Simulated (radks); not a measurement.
**Polarisabilities and dispersion coefficients of Be, B⁺, C²⁺ and others**

Aim: static dipole polarisabilities and C6 coefficients, each species in its NIST ground configuration. After each ground state the linear response is solved; its values go to the run's result record, not to the log. Response by self-consistent Sternheimer equations with the Hartree and adiabatic LDA kernel, the relativistic mass of each level held fixed and spin-orbit coupling left out.

Method: scalar-relativistic Kohn-Sham, LB94 model potential, spin-unpolarised, spherical densities, finite nucleus. Code: radks (a radial shooting solver on a logarithmic mesh, Libxc functionals) version 1.

## (1) What is computed

| Quantity | Value |
| --- | --- |
| species | Be ([He] 2s2), B⁺ ([He] 2s2), C²⁺ ([He] 2s2), N³⁺ ([He] 2s2), O⁴⁺ ([He] 2s2), F⁵⁺ ([He] 2s2), Ne⁶⁺ ([He] 2s2), Mg⁸⁺ ([He] 2s2) |

In the logs a row gives level, spin channel, occupation and eigenvalue; Etot, Ekin, Encl (electron-nucleus), Eh (Hartree) and Exc are energies, all in hartree; err is the last residual, it the number of iterations.

LB94 adds a gradient term to the LDA potential that gives it a −1/r tail. It is a model potential with no energy functional, so Etot and Exc are not given.

## (2) Be, [He] 2s2

Settings of this run:

```text
Z 4
configuration [He] 2s2
relativity scalar-relativistic
functional lda,pw
model_potential LB94
spin unpolarised
nucleus finite rms 2.519 fm
c 137.035999084
response adiabatic LDA kernel
```

What it wrote:

```text
1s      1   2.0000          -4.45170257
2s      1   2.0000          -0.32054409
Etot None
Ekin 14.673858990220653
Encl -33.797608941781554
Eh 7.230481369969807
Exc None
err 1.3027384999881915e-09
it 13
```

The top filled level is 2s, -8.722 eV. The response step gives α = 42.85 bohr³ (81.52 without the induced potential) and C6 = 250.1 hartree bohr⁶.

From the orbitals of this run (lengths in bohr):

```csv
level,occupation,energy (eV),<r>,outermost maximum (interpolated),90 % within,nodes
1s,2,-121.14,0.4160,0.268,0.746,0
2s,2,-8.722,2.594,2.02,4.15,1
```

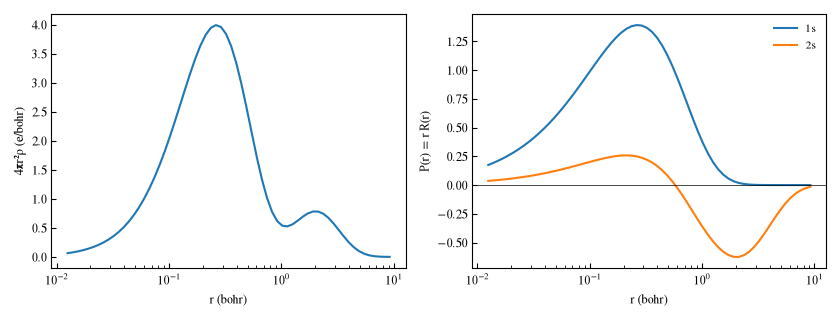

Left: shells in the radial density. Right: radial functions of the outer levels.

## (3) B⁺, [He] 2s2

Settings of this run:

```text
Z 5
configuration [He] 2s2
relativity scalar-relativistic
functional lda,pw
model_potential LB94
spin unpolarised
nucleus finite rms 2.406 fm
c 137.035999084
response adiabatic LDA kernel
```

What it wrote:

```text
1s      1   2.0000          -7.81703404
2s      1   2.0000          -0.88461375
Etot None
Ekin 24.341664336208837
Encl -54.74395594802038
Eh 9.660096981278969
Exc None
err 4.25554885826537e-10
it 13
```

The top filled level is 2s, -24.072 eV. The response step gives α = 10.92 bohr³ (21.28 without the induced potential) and C6 = 28.81 hartree bohr⁶.

## (4) C²⁺, [He] 2s2

Settings of this run:

```text
Z 6
configuration [He] 2s2
relativity scalar-relativistic
functional lda,pw
model_potential LB94
spin unpolarised
nucleus finite rms 2.4702 fm
c 137.035999084
response adiabatic LDA kernel
```

What it wrote:

```text
1s      1   2.0000         -12.18909119
2s      1   2.0000          -1.70252741
Etot None
Ekin 36.52584487832341
Encl -80.70118574004688
Eh 12.073379557406835
Exc None
err 1.9345547952808325e-10
it 13
```

2s is the highest filled level (-46.328 eV). The response step gives α = 4.347 bohr³ (8.510 without the induced potential) and C6 = 6.483 hartree bohr⁶.

## (5) N³⁺, [He] 2s2

Settings of this run:

```text
Z 7
configuration [He] 2s2
relativity scalar-relativistic
functional lda,pw
model_potential LB94
spin unpolarised
nucleus finite rms 2.5582 fm
c 137.035999084
response adiabatic LDA kernel
```

What it wrote:

```text
1s      1   2.0000         -17.56547969
2s      1   2.0000          -2.77224575
Etot None
Ekin 51.23021700882015
Encl -111.68135349253545
Eh 14.480454769786522
Exc None
err 4.5068483709296056e-11
it 14
```

Highest occupied level: 2s at -75.437 eV. The response step gives α = 2.160 bohr³ (4.227 without the induced potential) and C6 = 2.057 hartree bohr⁶.

## (6) O⁴⁺, [He] 2s2

Settings of this run:

```text
Z 8
configuration [He] 2s2
relativity scalar-relativistic
functional lda,pw
model_potential LB94
spin unpolarised
nucleus finite rms 2.6991 fm
c 137.035999084
response adiabatic LDA kernel
```

What it wrote:

```text
1s      1   2.0000         -23.94595396
2s      1   2.0000          -4.09325878
Etot None
Ekin 68.4613042460057
Encl -147.69600700973461
Eh 16.885364435835456
Exc None
err 1.1870249238465926e-09
it 13
```

Highest occupied level: 2s at -111.38 eV. The response step gives α = 1.227 bohr³ (2.397 without the induced potential) and C6 = 0.8069 hartree bohr⁶.

## (7) F⁵⁺, [He] 2s2

Settings of this run:

```text
Z 9
configuration [He] 2s2
relativity scalar-relativistic
functional lda,pw
model_potential LB94
spin unpolarised
nucleus finite rms 2.8976 fm
c 137.035999084
response adiabatic LDA kernel
```

What it wrote:

```text
1s      1   2.0000         -31.33109707
2s      1   2.0000          -5.66556373
Etot None
Ekin 88.22728395886458
Encl -188.75751321826328
Eh 19.290091092915944
Exc None
err 7.088044140143099e-10
it 13
```

The top filled level is 2s, -154.17 eV. The response step gives α = 0.7628 bohr³ (1.486 without the induced potential) and C6 = 0.3660 hartree bohr⁶.

## (8) Ne⁶⁺, [He] 2s2

Settings of this run:

```text
Z 10
configuration [He] 2s2
relativity scalar-relativistic
functional lda,pw
model_potential LB94
spin unpolarised
nucleus finite rms 3.0055 fm
c 137.035999084
response adiabatic LDA kernel
```

What it wrote:

```text
1s      1   2.0000         -39.72191847
2s      1   2.0000          -7.48938002
Etot None
Ekin 110.53773087889392
Encl -234.87955928126377
Eh 21.695789051306605
Exc None
err 4.508754939589828e-10
it 13
```

2s is the highest filled level (-203.80 eV). The response step gives α = 0.5058 bohr³ (0.9824 without the induced potential) and C6 = 0.1845 hartree bohr⁶.

## (9) Mg⁸⁺, [He] 2s2

Settings of this run:

```text
Z 12
configuration [He] 2s2
relativity scalar-relativistic
functional lda,pw
model_potential LB94
spin unpolarised
nucleus finite rms 3.057 fm
c 137.035999084
response adiabatic LDA kernel
```

What it wrote:

```text
1s      1   2.0000         -59.52597589
2s      1   2.0000         -11.89300707
Etot None
Ekin 162.83683430454263
Encl -342.3676369024604
Eh 26.513002262845696
Exc None
err 2.0828746401214076e-10
it 13
```

The top filled level is 2s, -323.63 eV. The response step gives α = 0.2547 bohr³ (0.4912 without the induced potential) and C6 = 0.05866 hartree bohr⁶.

## (10) Summary of results

```csv
species,−ε(HOMO) (eV),α (bohr³),α uncoupled (bohr³),C6 (hartree bohr⁶),C8 (hartree bohr⁸),recommended α (bohr³)
Be,8.722,42.85,81.52,250.1,12408,37.74
B⁺,24.072,10.92,21.28,28.81,539.3,-
C²⁺,46.328,4.347,8.510,6.483,61.15,-
N³⁺,75.437,2.160,4.227,2.057,11.35,-
O⁴⁺,111.38,1.227,2.397,0.8069,2.857,-
F⁵⁺,154.17,0.7628,1.486,0.3660,0.8863,-
Ne⁶⁺,203.80,0.5058,0.9824,0.1845,0.3202,-
Mg⁸⁺,323.63,0.2547,0.4912,0.05866,0.05790,-
```

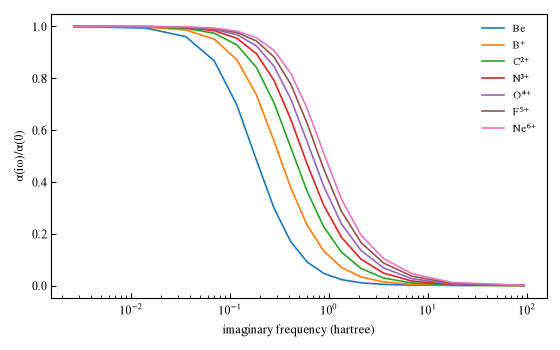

Polarisability at imaginary frequency, each scaled by its static value.

Uncoupled leaves out the potential induced by the response; C6 and C8 are for like pairs. Be is the most polarisable and Mg⁸⁺ the least, a factor 168 apart. For the pair Be–Mg⁸⁺ the Casimir-Polder integral gives C6 = 2.627, the rule 2·Ca·Cb/(Ca·αb/αa + Cb·αa/αb) on the like-pair values 2.584. Against the recommended values (Schwerdtfeger and Nagle, 2023 table) the misses are Be +14 %. C8 is given only where no p, d or f shell is open.
